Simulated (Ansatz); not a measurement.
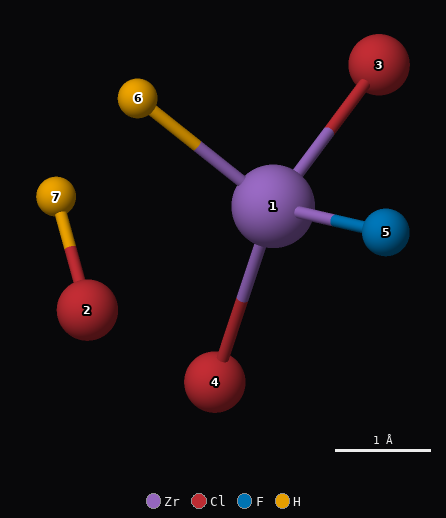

**Figure 1.** The structure (ball-and-stick view, seen at a tilt; atoms are numbered from 1 in the order of the input). Sticks mark near contacts. Bond lengths as drawn: Cl–H 1.31 Å, Cl–Zr 2.34 to 2.36 Å, F–Zr 1.90 Å and H–Zr 1.87 Å.

Frequency calculation of ZrH2Cl3F

ZrH2Cl3F, computed with RKS B3LYP/def2-SVP (Ansatz 0.2.0).

It belongs to a series of runs on one base structure; here: vibrations at the highest image of the band. Figures and captions count atoms from 1; the log counts them from 0 in places.

## Input file
```yaml
crystal:
  periodic: [false, false, false]
  atoms:
    - { symbol: Zr, position_ang: [0.364991, 0.23351, -0.222416] }
    - { symbol: Cl, position_ang: [-0.631917, 0.906877, 2.558078] }
    - { symbol: Cl, position_ang: [1.808865, -0.109364, -2.031062] }
    - { symbol: Cl, position_ang: [-1.347007, 1.657401, -0.99294] }
    - { symbol: F, position_ang: [-0.097373, -1.505619, 0.373704] }
    - { symbol: H, position_ang: [1.613153, 1.088039, 0.87634] }
    - { symbol: H, position_ang: [0.609686, 1.281655, 2.358896] }
basis:
  gaussian: { orbitals: def2-SVP }
hamiltonian:
  xc: b3lyp
phonons: {}
```

Run on 2 threads of Arm Neoverse V2, 24 GiB of memory available, shared host.

Run as:
```bash
ansatz run input.yaml --threads 2 --pin off --max-ram 3072MiB --backend cpu --events-out ev --progress --plain --runs-dir out
```

## The program's output
```
Engine: ansatz 0.2.0, aarch64-unknown-linux-gnu
Functional definition: B3LYP
  parameter a0 = 0.2
  parameter ax = 0.72
  parameter ac = 0.81
  exchange = (1 - a0 - ax)*slater_x + ax*b88_x + a0*exact_x
  correlation = (1 - ac)*vwn_rpa_c + ac*lyp_c
1114 factors; integrals over basis functions are off by at most 3.2e-4 eV
mean field evaluation 1: about -41589.1533 eV, gradient 3.9e1 eV
mean field evaluation 2: about -41568.4480 eV, gradient 1.2e2 eV
mean field evaluation 4: about -41592.0711 eV, gradient 3.6e0 eV
mean field evaluation 8: about -41592.1248 eV, gradient 6.5e-2 eV
mean field evaluation 16: about -41592.1248 eV, gradient 2.7e-5 eV
mean field -41592.12476920 eV, -1528.4823931132 hartree, gradient 2.7e-5 eV, S^2 0.000000; 0 other end points of the search recorded, 0 dependent functions left out
the calculation of the forces begins
reference -41592.12510196 eV, -1528.4824053419 hartree; 37, 37 occupied and 72, 72 virtual orbitals, 1114 factors
these checks for a lower state are left out or cut short: stability, starts, cluster_reference, orbital_swaps, neighbouring_geometries, increment
1114 factors; integrals over basis functions are off by at most 3.2e-4 eV
mean field -41592.12471636 eV, -1528.4823911716 hartree, gradient 1.4e-6 eV, S^2 0.000000; 0 other end points of the search recorded, 0 dependent functions left out
[... from here on the field's lines of each further geometry are left out, up to the last ...]
the calculation of the forces begins
reference -41592.12511359 eV, -1528.4824057696 hartree; 37, 37 occupied and 72, 72 virtual orbitals, 1114 factors
these checks for a lower state are left out or cut short: stability, starts, cluster_reference, orbital_swaps, neighbouring_geometries, increment
1114 factors; integrals over basis functions are off by at most 3.2e-4 eV
mean field -41592.12475574 eV, -1528.4823926187 hartree, gradient 1.4e-6 eV, S^2 0.000000; 0 other end points of the search recorded, 0 dependent functions left out
the calculation of the forces begins
reference -41592.12508849 eV, -1528.4824048472 hartree; 37, 37 occupied and 72, 72 virtual orbitals, 1114 factors
WARN: phonons: modes at or below zero, which the zero-point energy, F, S and C_V leave out: 1, the lowest at -164.30 cm⁻¹. A minimum has none, and a first-order saddle one
Total energy: -41592.12510196 eV, -1528.4824053419 hartree
Atom 0 at     0.364991     0.233510    -0.222416 Å, force     0.008409     0.015458    -0.004097 eV/Å
Atom 1 at    -0.631917     0.906877     2.558078 Å, force     0.020529     0.006619    -0.005126 eV/Å
Atom 2 at     1.808865    -0.109364    -2.031062 Å, force     0.001283    -0.001570    -0.000508 eV/Å
Atom 3 at    -1.347007     1.657401    -0.992940 Å, force    -0.002424     0.003023    -0.000422 eV/Å
Atom 4 at    -0.097373    -1.505619     0.373704 Å, force    -0.003724    -0.017437     0.005105 eV/Å
Atom 5 at     1.613153     1.088039     0.876340 Å, force    -0.007921     0.000178     0.000036 eV/Å
Atom 6 at     0.609686     1.281655     2.358896 Å, force    -0.016151    -0.006271     0.005012 eV/Å
Dipole moment:     0.032525     0.142856     0.372261 e Å
Vibrations: -164.30 70.17 87.64 106.67 121.06 126.40 163.44 257.88 391.42 411.09 577.89 703.31 790.57 1625.06 2690.14 cm⁻¹, zero-point energy 0.503545 eV
```

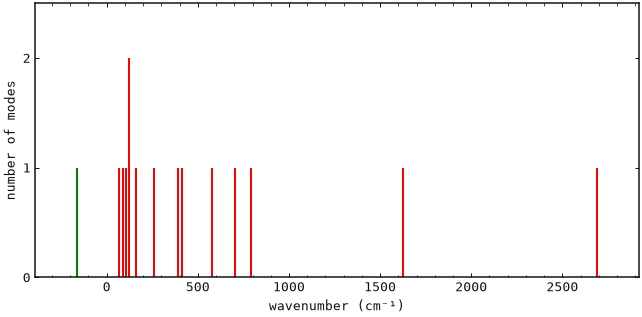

**Figure 2.** Harmonic vibrational wavenumbers from the force constants; neighbouring modes closer than 13 cm⁻¹ are counted in one stick, and imaginary ones are drawn at negative wavenumbers. 15 modes from 164i to 2690 cm⁻¹, 1 imaginary beyond 8i (164i cm⁻¹): a first-order saddle point, if the geometry is stationary.

## Key numbers

```csv
quantity,value
outcome,converged
total energy,−41592.1251 eV
mean-field energy,−41592.1251 eV
largest force (length of the vector),0.022 eV/Å
wall time,87 s (CPU time 2.8 min)
peak memory,0.27 GiB
```
